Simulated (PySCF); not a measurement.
## A study: GeH$_{6}$Si, SMILES `[SiH3][GeH3]`

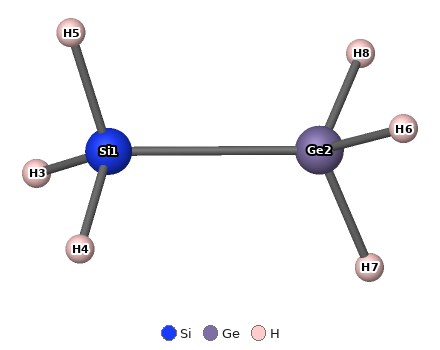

The molecule, with its atoms numbered as below. No frequency check shows the geometry to be a minimum.

Geometry (Å), atoms numbered from 1:

```
Si1     -1.5762   -0.0000    0.0000
Ge2      0.7540    0.0000    0.0000
H3      -2.0863    0.4295    1.3023
H4      -2.0863    0.9132   -1.0231
H5      -2.0863   -1.3426   -0.2792
H6       1.3997   -0.4219   -1.2876
H7       1.3997    1.3261    0.2784
H8       1.3997   -0.9041    1.0092
```

### 1. Excited states

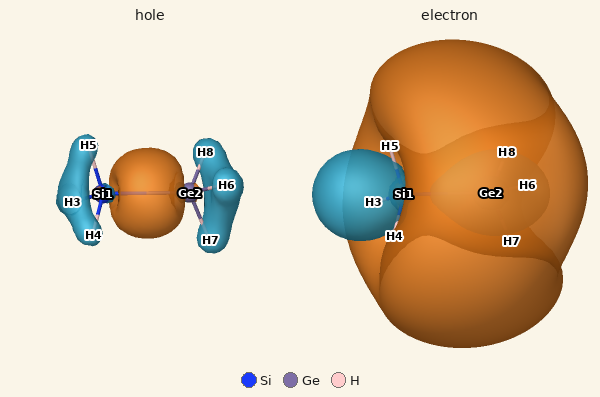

Leading natural transition orbital pair of S₃ (TDA singlet states); the surfaces enclose about 70 % of each orbital's density.

Computed with PySCF, LC-wPBE/aug-cc-pVDZ, geometry: GFN2-xTB.

Question: Give its energy and the atoms that hole and electron lie on.

Answer: 8.30 eV (149 nm), f = 0.066, diffuse (Rydberg-like) orbital; the leading pair carries 99 %; hole on Ge2 (39 %) and Si1 (36 %), electron on Ge2 (32 %), Si1 (26 %) and H6, H7 and H8 (8 % each) (atom shares of so diffuse an orbital are rough); their centroids lie 0.2 Å apart. In canonical orbitals it is mainly HOMO → LUMO (52 %). The HOMO–LUMO gap is 12.22 eV.

### 2. In an electric field

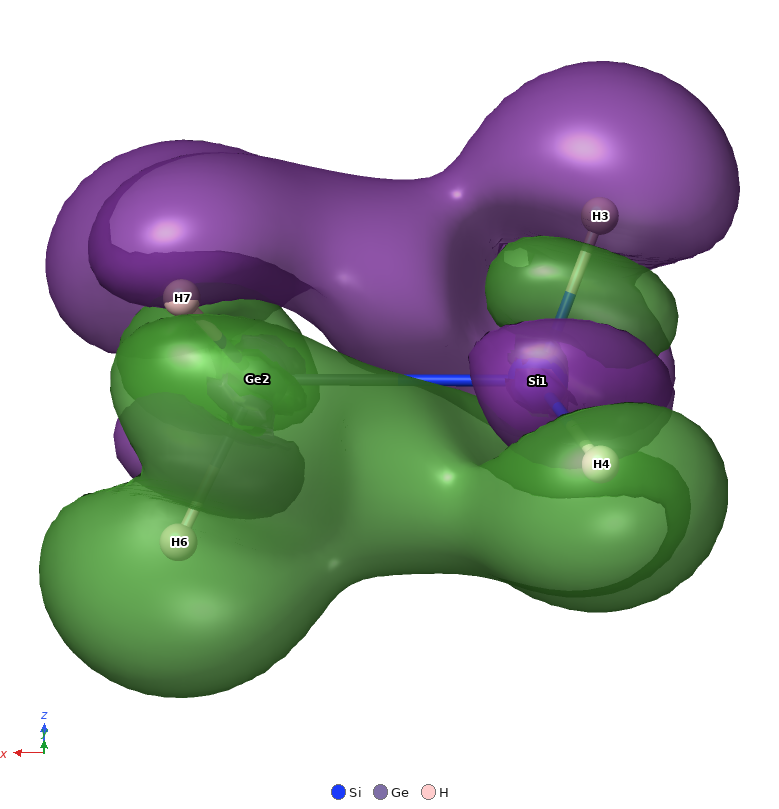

Change of the electron density in a uniform field of 0.51 V/Å, surfaces at ±0.002 e/Å³ (purple: gain, green: loss).

Method: B3LYP/def2-TZVP; geometry: GFN2-xTB; program: PySCF. A basis without diffuse functions makes polarisabilities too small.

The field was applied in both directions; the picture shows the one opposite to the script's first.

Question: Along which Cartesian direction does the field point?

Answer: Along −z: electrons gather on the +z side, against the field.

Question: How large is the response?

Answer: The induced dipole is 1.38 D (along the field); α along this axis, from the fields in both directions, is 54 bohr³ (8.1 Å³).

### 3. Removing or adding an electron

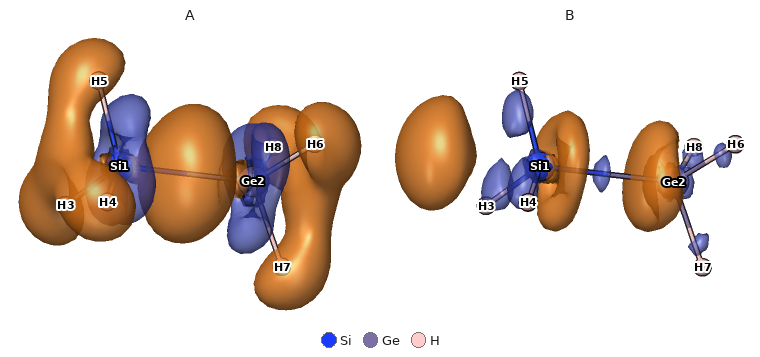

The two Fukui functions at ±0.02 e/Å³ (orange positive, blue negative).

Method: B3LYP/6-311G**; geometry: GFN2-xTB; program: PySCF.

Question: Which panel is f⁻ (electron removed) and which f⁺ (electron added)?

Answer: A is f⁻, B is f⁺. f⁻ (Hirshfeld-condensed) is largest on Ge2 (0.26) and Si1 (0.24); the vertical ionisation energy is 10.84 eV. f⁺ (Hirshfeld-condensed) is largest on Si1 (0.28) and Ge2 (0.24); the vertical electron affinity is −1.67 eV (the stability of the anion's solution wasn't checked; negative, but this basis has no diffuse functions, so it doesn't show that the anion is unbound).

Question: What chemical potential and hardness follow from the two energies?

Answer: μ = −(I + A)/2 = −4.58 eV and η = I − A = 12.50 eV.

### 4. Stretching a bond

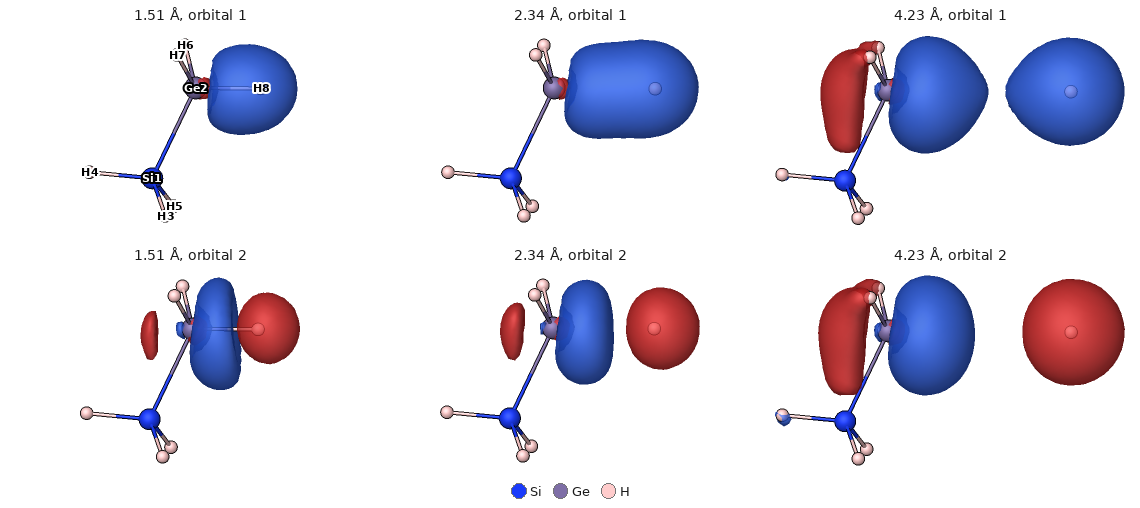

Rigid stretch of the Ge2–H8 bond. The two CASSCF(2,2) natural orbitals nearest half filling (orbital 1 the more occupied).

Method: def2-SVP basis; geometry: GFN2-xTB; program: PySCF.

Question: How do the occupations change along the stretch?

Answer: 1.51 Å: 1.98 and 0.02; 2.34 Å: 1.87 and 0.13; 4.23 Å: 1.15 and 0.85. At the longest distance computed (4.23 Å) they are 1.15 and 0.85, and the effective number of unpaired electrons is 1.9.

Question: Where does the UHF solution part from RHF?

Answer: Between 2.04 Å (⟨S²⟩ = 0, the two coincide) and 2.34 Å (⟨S²⟩ = 0.37); at 4.23 Å ⟨S²⟩ is 1.00 and UHF lies 3.5 eV below RHF.

Question: How much energy does the stretch cost?

Answer: By CASSCF, 3.2 eV from the lowest point of the scan (1.51 Å) to 4.23 Å; RHF gives 6.4 eV from its own lowest point. The fragments aren't relaxed and dynamic correlation is missing, so this isn't a bond dissociation energy.
